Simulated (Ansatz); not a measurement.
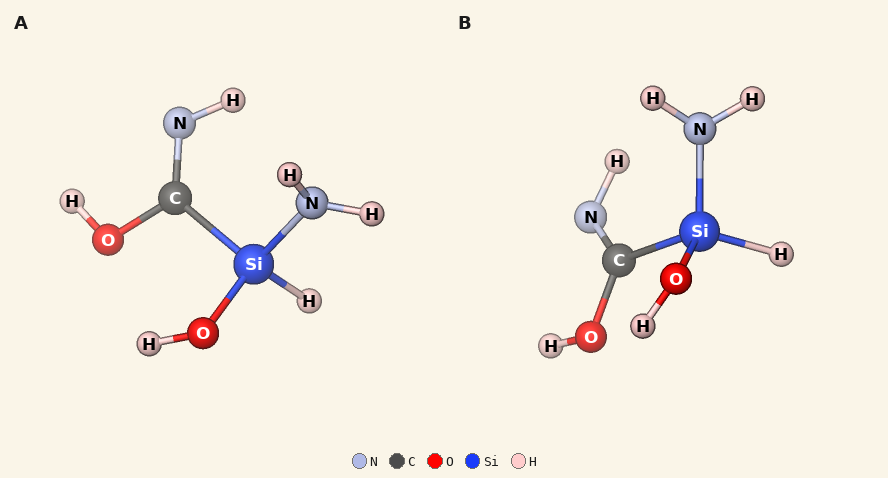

Distant atoms are faded towards the background colour. Computed geometry: PBE0-D4/def2-TZVP optimisation. No frequency run is at hand to confirm it as a minimum.

Q: Can A be turned into B by a rotation alone?

A: Yes. They are the same structure, CH6N2O2Si ([H]/N=C(/O)[Si@@H](N)O), seen from two directions: a rotation takes one into the other. The geometry is chiral (C1), so its mirror image would differ.
